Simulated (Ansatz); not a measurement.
C$_{3}$H$_{8}$S$_{2}$

```xyz
13

S    -2.2403   -0.3577    0.7930
C    -0.5048   -0.7889    1.1015
C     0.5105    0.0625    0.3562
C     0.4307   -0.0907   -1.1502
S     1.6506    0.8945   -2.0540
H    -2.2020    0.8563    1.3656
H    -0.4276   -1.8362    0.7956
H    -0.3206   -0.7590    2.1764
H     0.3715    1.1146    0.6263
H     1.5161   -0.2113    0.6925
H    -0.5706    0.1410   -1.5148
H     0.6461   -1.1235   -1.4391
H     1.1403    2.0985   -1.7491
```

Geometry: PBE0-D4/def2-TZVP.

The calculation used Ansatz 0.2.0, RKS PBE0-D4/def2-TZVPP.

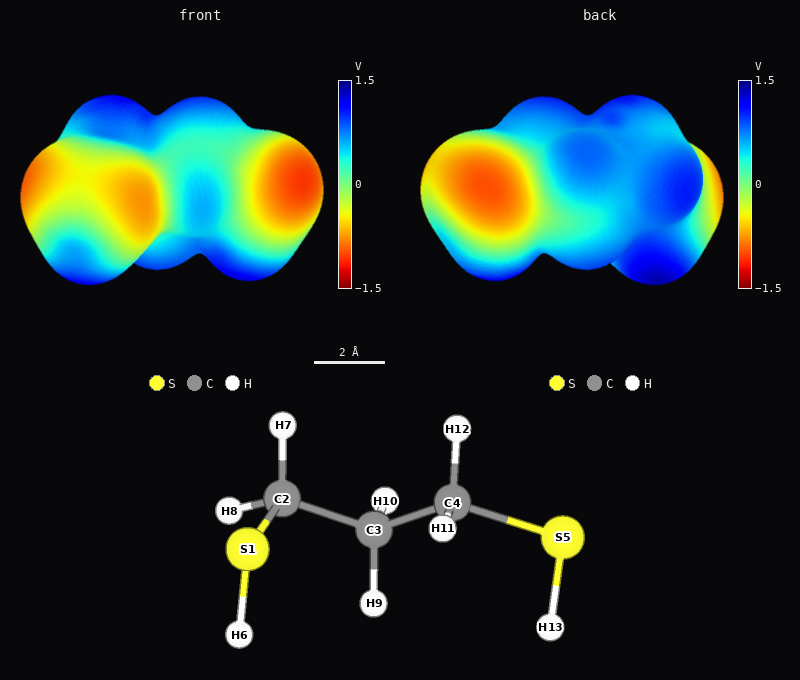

Figure 1. The electrostatic potential painted on the density surface at 0.002 e/bohr³, seen from the front and from behind; red is negative and blue positive. The bare structure is drawn below in the same view.

Where is the surface potential most negative and most positive?

The most negative region (about −1.0 V) lies over S5, the most positive (about +1.3 V) over H6.

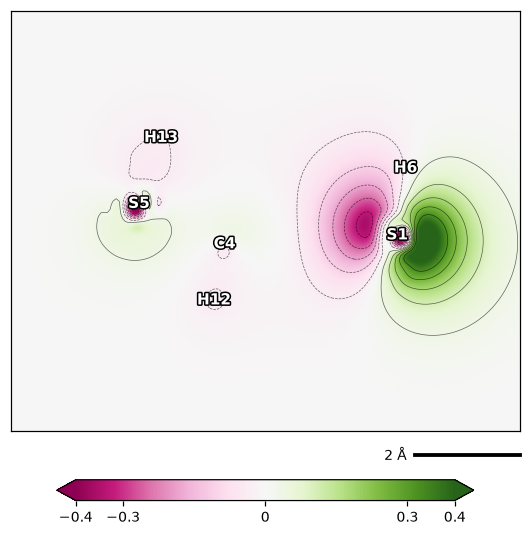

Figure 2. The HOMO−1 on the plane of atoms S5, C4 and H12 (values in Å⁻³ᐟ²; the overall sign is arbitrary).

What is the character of this orbital?

It lies mainly on S1 (about 55 %) and S5 (about 30 %); largely a combination of lone pairs on S1 and S5. Its energy is −7.17 eV.

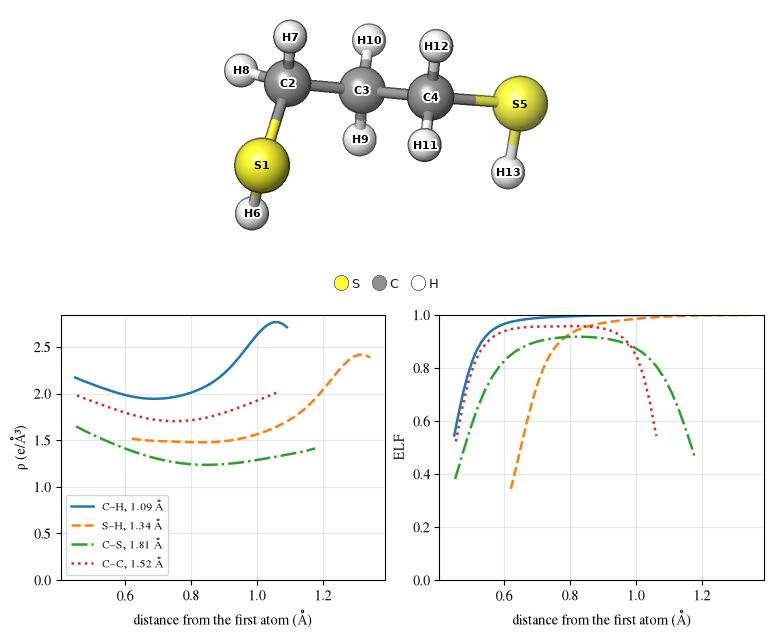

Figure 3. Total electron density and ELF along straight lines between neighbouring atoms. The curves leave out the atomic cores. The structure is drawn too.

Compare the contacts.

C–H (1.09 Å): ρ at the midpoint is about 2 e/Å³; the ELF climbs to about 1 towards the hydrogen, as it does in any bond to H (an ordinary covalent bond to hydrogen).
S–H (1.34 Å): ρ at the midpoint is about 1.5 e/Å³; the ELF climbs to about 1 towards the hydrogen.
C–S (1.81 Å): ρ at the midpoint is about 1.2 e/Å³; the ELF peaks at about 0.90 between the atoms (a covalent bond).
C–C (1.52 Å): ρ is about 1.7 e/Å³ halfway; the ELF peaks at about 0.95 between the atoms, as expected for localised, covalent bonding.
